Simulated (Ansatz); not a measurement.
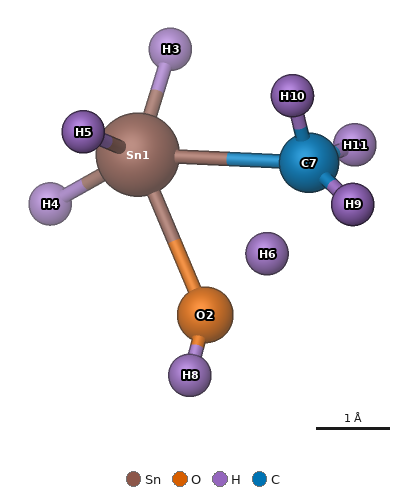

Fig. 1: The starting structure (ball-and-stick view, seen at a tilt; atoms are numbered from 1 in the order of the input). Sticks mark near contacts. Bond lengths as drawn: C–H 1.09 Å, C–Sn 2.51 Å, H–O 0.96 Å, H–Sn 1.71 to 1.74 Å and O–Sn 2.40 Å.

**CH8OSn: geometry relaxation (part 1 of 2)**

System: CH8OSn.
Method: RKS revPBE-D4/def2-mTZVP (Ansatz 0.2.0).

The input holds or restrains some coordinates. Forces given for the steps count only the free coordinates. It belongs to a series of runs on one base structure; here: pulled along the bonds that form and break, towards end B. Figures and captions count atoms from 1; the log counts them from 0 in places.

The input
```yaml
crystal:
  periodic: [false, false, false]
  atoms:
    - { symbol: Sn, position_ang: [-0.5398, 1.1802, 0.048] }
    - { symbol: O, position_ang: [-0.0165, -0.5018, 1.6743] }
    - { symbol: H, position_ang: [-1.5747, 1.25, -1.3441] }
    - { symbol: H, position_ang: [-1.4798, 1.9417, 1.2627] }
    - { symbol: H, position_ang: [0.8767, 2.1216, -0.132] }
    - { symbol: H, position_ang: [0.3254, -0.9229, 0.5187] }
    - { symbol: C, position_ang: [0.3894, -0.9547, -0.8769] }
    - { symbol: H, position_ang: [0.5176, -0.5883, 2.4628] }
    - { symbol: H, position_ang: [1.1934, -1.6662, -0.676] }
    - { symbol: H, position_ang: [0.7748, -0.346, -1.695] }
    - { symbol: H, position_ang: [-0.4664, -1.5136, -1.2425] }
basis:
  gaussian: { orbitals: def2-mTZVP }
hamiltonian:
  xc: revpbe
  dispersion: d4
relax:
  f_tol: 0.15
  max_steps: 25
  restrain:
    - { distance: [0, 6], at: 2.15, k: 30.0 }
    - { distance: [5, 1], at: 0.97, k: 30.0 }
    - { distance: [0, 1], at: 3.35, k: 30.0 }
    - { distance: [5, 6], at: 2.37, k: 30.0 }
output:
  orbitals: {}
```

Machine: 2 threads of Intel Xeon @ 2.80GHz (Skylake/Cascade Lake), 24 GiB of memory available, shared host.

Launched with:
```bash
ansatz run input.yaml --threads 2 --pin off --max-ram 3072MiB --backend cpu --events-out ev --progress --plain --runs-dir out
```

Log
```
The last accepted step is kept in [file] (removed where the run ends without a failure and the disk answers)
Engine: ansatz 0.2.0, x86_64-unknown-linux-gnu
Functional definition: revPBE
  parameter kappa = 1.245
  parameter beta = 0.06672455060314922
  exchange = pbe_x(kappa = kappa, mu = beta*pi^2/3)
  correlation = pbe_c(beta = beta)
1065 factors; their error is unknown
mean field evaluation 1: about -9031.1995 eV, gradient 8.2e1 eV
mean field evaluation 2: about -8949.0900 eV, gradient 1.8e2 eV
mean field evaluation 4: about -9043.6104 eV, gradient 2.1e1 eV
mean field evaluation 8: about -9044.6069 eV, gradient 1.1e-1 eV
mean field evaluation 16: about -9044.5706 eV, gradient 2.6e-3 eV
mean field -9044.57061586 eV, -332.3818395027 hartree, gradient 1.2e-5 eV, S^2 0.000000; 0 other end points of the search recorded, 0 dependent functions left out
the calculation of the forces begins
reference -9044.57068515 eV, -332.3818420490 hartree; 22, 22 occupied and 81, 81 virtual orbitals, 1065 factors
relax step   1: F+E_penalty+E_count = -9045.10539914 eV  Δ(F+E_penalty+E_count) = +0.000e0 eV  max|allowed force component| = 2.003e0 eV/Å  E_restraint = 31.10200400 eV  max|allowed force component, restraints' pulls added| = 3.839e1 eV/Å  Δτ_max = 0.0000 Å  (30 SCF iters, accepted)
  distance Sn 0 - C 6 = 2.5053 Å
  distance H 5 - O 1 = 1.2766 Å
  distance Sn 0 - O 1 = 2.3975 Å
  distance H 5 - C 6 = 1.3974 Å
these checks for a lower state are left out or cut short: starts, cluster_reference, orbital_swaps, neighbouring_geometries, increment
1065 factors; their error is unknown
mean field -9044.49710496 eV, -332.3791380268 hartree, gradient 1.1e-5 eV, S^2 0.000000; 0 other end points of the search recorded, 0 dependent functions left out
[... from here on the field's lines of each further geometry are left out, up to the last ...]
relax step   2: F+E_penalty+E_count = -9045.01942298 eV  Δ(F+E_penalty+E_count) = +8.598e-2 eV  max|allowed force component| = 4.267e0 eV/Å  E_restraint = 15.33481954 eV  max|allowed force component, restraints' pulls added| = 2.751e1 eV/Å  Δτ_max = 0.1948 Å  (36 SCF iters, accepted)
relax step   3: F+E_penalty+E_count = -9045.02529131 eV  Δ(F+E_penalty+E_count) = -5.868e-3 eV  max|allowed force component| = 4.379e0 eV/Å  E_restraint = 6.52684481 eV  max|allowed force component, restraints' pulls added| = 1.320e1 eV/Å  Δτ_max = 0.1947 Å  (36 SCF iters, accepted)
relax step   4: F+E_penalty+E_count = -9045.34539330 eV  Δ(F+E_penalty+E_count) = -3.201e-1 eV  max|allowed force component| = 3.766e0 eV/Å  E_restraint = 1.47128746 eV  max|allowed force component, restraints' pulls added| = 7.185e0 eV/Å  Δτ_max = 0.1948 Å  (36 SCF iters, accepted)
relax step   5: F+E_penalty+E_count = -9046.03350370 eV  Δ(F+E_penalty+E_count) = -6.881e-1 eV  max|allowed force component| = 2.447e0 eV/Å  E_restraint = 0.10232283 eV  max|allowed force component, restraints' pulls added| = 2.333e0 eV/Å  Δτ_max = 0.1946 Å  (36 SCF iters, accepted)
relax step   6: F+E_penalty+E_count = -9046.50100966 eV  Δ(F+E_penalty+E_count) = -4.675e-1 eV  max|allowed force component| = 1.428e0 eV/Å  E_restraint = 0.01219796 eV  max|allowed force component, restraints' pulls added| = 1.307e0 eV/Å  Δτ_max = 0.1945 Å  (29 SCF iters, accepted)
relax step   7: F+E_penalty+E_count = -9046.69162170 eV  Δ(F+E_penalty+E_count) = -1.906e-1 eV  max|allowed force component| = 9.263e-1 eV/Å  E_restraint = 0.00523936 eV  max|allowed force component, restraints' pulls added| = 9.082e-1 eV/Å  Δτ_max = 0.1998 Å  (28 SCF iters, accepted)
relax step   8: F+E_penalty+E_count = -9046.79969595 eV  Δ(F+E_penalty+E_count) = -1.081e-1 eV  max|allowed force component| = 5.779e-1 eV/Å  E_restraint = 0.00291753 eV  max|allowed force component, restraints' pulls added| = 2.952e-1 eV/Å  Δτ_max = 0.1999 Å  (27 SCF iters, accepted)
relax step   9: F+E_penalty+E_count = -9046.82844311 eV  Δ(F+E_penalty+E_count) = -2.875e-2 eV  max|allowed force component| = 4.157e-1 eV/Å  E_restraint = 0.00205288 eV  max|allowed force component, restraints' pulls added| = 2.376e-1 eV/Å  Δτ_max = 0.1472 Å  (28 SCF iters, accepted)
relax step  10: F+E_penalty+E_count = -9046.83299569 eV  Δ(F+E_penalty+E_count) = -4.553e-3 eV  max|allowed force component| = 1.081e0 eV/Å  E_restraint = 0.00403298 eV  max|allowed force component, restraints' pulls added| = 1.215e0 eV/Å  Δτ_max = 0.1959 Å  (28 SCF iters, accepted)
relax step  11: F+E_penalty+E_count = -9046.88777802 eV  Δ(F+E_penalty+E_count) = -5.478e-2 eV  max|allowed force component| = 3.030e-1 eV/Å  E_restraint = 0.00215550 eV  max|allowed force component, restraints' pulls added| = 2.748e-1 eV/Å  Δτ_max = 0.2000 Å  (27 SCF iters, accepted)
relax step  12: F+E_penalty+E_count = -9046.90951456 eV  Δ(F+E_penalty+E_count) = -2.174e-2 eV  max|allowed force component| = 2.657e-1 eV/Å  E_restraint = 0.00266950 eV  max|allowed force component, restraints' pulls added| = 3.282e-1 eV/Å  Δτ_max = 0.2000 Å  (28 SCF iters, accepted)
relax step  13: F+E_penalty+E_count = -9046.90972246 eV  Δ(F+E_penalty+E_count) = -2.079e-4 eV  max|allowed force component| = 2.632e-1 eV/Å  E_restraint = 0.00278541 eV  max|allowed force component, restraints' pulls added| = 2.171e-1 eV/Å  Δτ_max = 0.0251 Å  (31 SCF iters, accepted)
relax step  14: F+E_penalty+E_count = -9046.89547330 eV  Δ(F+E_penalty+E_count) = +1.425e-2 eV  max|allowed force component| = 8.025e-1 eV/Å  E_restraint = 0.00587179 eV  max|allowed force component, restraints' pulls added| = 8.087e-1 eV/Å  Δτ_max = 0.1951 Å  (28 SCF iters, rejected (line search))
the calculation of the forces begins
reference -9046.43831752 eV, -332.4504762727 hartree; 22, 22 occupied and 81, 81 virtual orbitals, 1065 factors
relax step  15: F+E_penalty+E_count = -9046.91612028 eV  Δ(F+E_penalty+E_count) = -6.398e-3 eV  max|allowed force component| = 2.824e-1 eV/Å  E_restraint = 0.00204575 eV  max|allowed force component, restraints' pulls added| = 5.594e-2 eV/Å  Δτ_max = 0.0972 Å  (29 SCF iters, accepted)
  distance Sn 0 - C 6 = 2.1595 Å
  distance H 5 - O 1 = 0.9741 Å
  distance Sn 0 - O 1 = 3.3498 Å
  distance H 5 - C 6 = 2.3755 Å
1065 factors; their error is unknown
mean field evaluation 128: about -9046.4382 eV, gradient 2.3e-5 eV
```

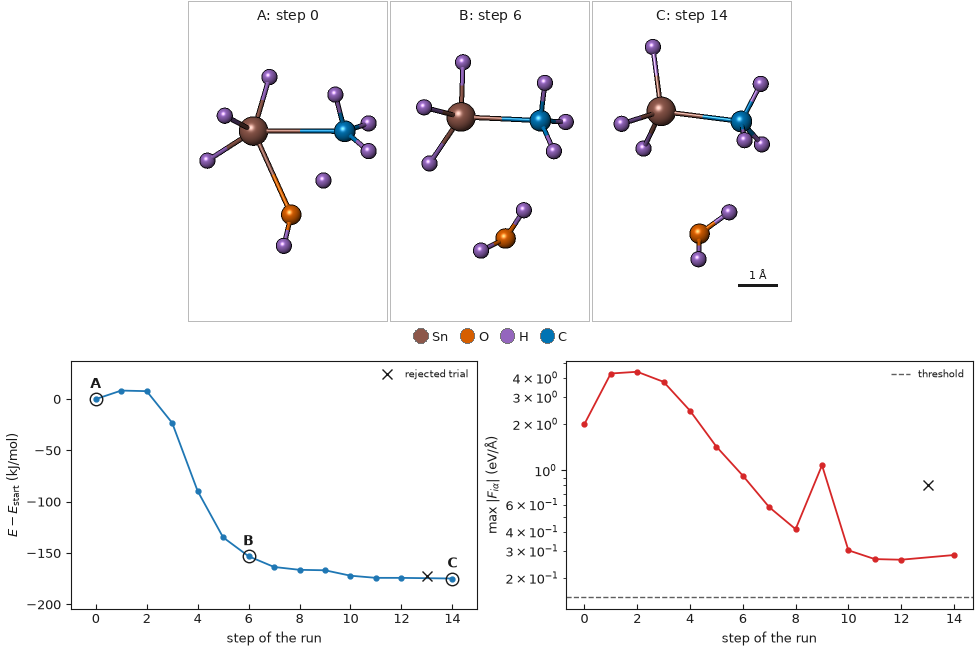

Fig. 2: Frames of the restrained relaxation (ball-and-stick view, seen at a tilt) above the curves, on which the letters mark them (the first geometry is step 0 here and step 1 in the log).

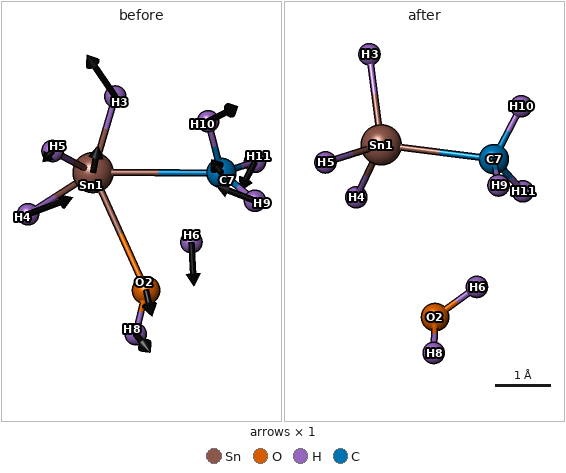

Fig. 3: Before (left) and after (right) the restrained relaxation, at one scale (ball-and-stick view, seen at a tilt). The black arrows give the displacements, at true length. The energy falls by 174.7 kJ/mol in 14 geometry steps. The largest force component goes from 2 to 0.28 eV/Å. The line search rejected the trial step at point 13 (counted from 0) and went back. H3 moves most after the best rigid fit: 1.11 Å. Largest moves by element: H 1.11 Å, O 0.54 Å, Sn 0.53 Å, C 0.39 Å. Among the contacts that change: Sn1–O2 2.397 → 3.350 Å, Sn1–C7 2.505 → 2.159 Å, O2–H6 1.277 → 0.974 Å, O2–H8 0.956 → 0.975 Å. New bonds form: O2–H6 (1.28 → 0.97 Å). Among the angles that change: H4–Sn1–C7 147.5° → 112.5°, Sn1–C7–H9 139.5° → 110.6°, Sn1–C7–H10 86.1° → 110.4°. (Atoms are counted from 1 in the order of the input.)

```
mean field -9046.43824923 eV, -332.4504737633 hartree, gradient 2.3e-5 eV, S^2 0.000000; 1 other end points of the search recorded, 0 dependent functions left out
the calculation of the forces begins
reference -9046.43831752 eV, -332.4504762727 hartree; 22, 22 occupied and 81, 81 virtual orbitals, 1065 factors
Total energy: -9046.91618856 eV, -332.4680377096 hartree
Atom 0 at    -0.526061     1.271021    -0.477625 Å, force    -0.114355     0.282373     0.030057 eV/Å
Atom 1 at     0.195150    -0.764028     2.083497 Å, force    -0.006846     0.047850     0.089821 eV/Å
Atom 2 at    -1.100938     2.036291    -1.927138 Å, force     0.000812     0.016255    -0.007016 eV/Å
Atom 3 at    -1.833619     1.213689     0.643688 Å, force     0.003086    -0.011890    -0.003102 eV/Å
Atom 4 at     0.766236     2.234633     0.145899 Å, force     0.001312    -0.016548     0.015723 eV/Å
Atom 5 at     0.427866    -1.253170     1.273948 Å, force     0.049226    -0.085918     0.080357 eV/Å
Atom 6 at     0.183824    -0.694480    -1.021939 Å, force     0.043711    -0.261481    -0.174010 eV/Å
Atom 7 at     0.955600    -0.909941     2.676282 Å, force    -0.012833     0.004584    -0.018267 eV/Å
Atom 8 at     1.203039    -0.855429    -0.644367 Å, force     0.019517    -0.018076    -0.012828 eV/Å
Atom 9 at     0.214973    -0.800721    -2.114817 Å, force     0.003846     0.029336    -0.001522 eV/Å
Atom 10 at    -0.485969    -1.477864    -0.637427 Å, force     0.012524     0.013515     0.000787 eV/Å
Dipole moment:     0.345913    -0.341616    -0.017319 e Å
```

Trajectory as extended XYZ (Å, eV, eV/Å), 10 of the 15 frames kept, from step=1 to step=15
```
11
Properties=species:S:1:pos:R:3:forces:R:3 step=1 energy=-9045.10540
Sn   -0.5398    1.1802    0.0480    0.2664  -0.2770   0.4066
O    -0.0165   -0.5018    1.6743   -0.8182  -0.1684  -2.0025
H    -1.5747    1.2500   -1.3441    0.0243  -0.1706  -0.1443
H    -1.4798    1.9417    1.2627   -0.1914  -0.0390   0.2979
H     0.8767    2.1216   -0.1320    0.2599   0.0563  -0.1139
H     0.3254   -0.9229    0.5187   -0.1535   0.7689   0.9272
C     0.3894   -0.9547   -0.8769   -0.3354   0.0324   0.0999
H     0.5176   -0.5883    2.4628    0.7476   0.0662   0.7832
H     1.1934   -1.6662   -0.6760    0.3691  -0.3262   0.0636
H     0.7748   -0.3460   -1.6950    0.1392   0.2828  -0.1473
H    -0.4664   -1.5136   -1.2425   -0.3080  -0.2252  -0.1702
```
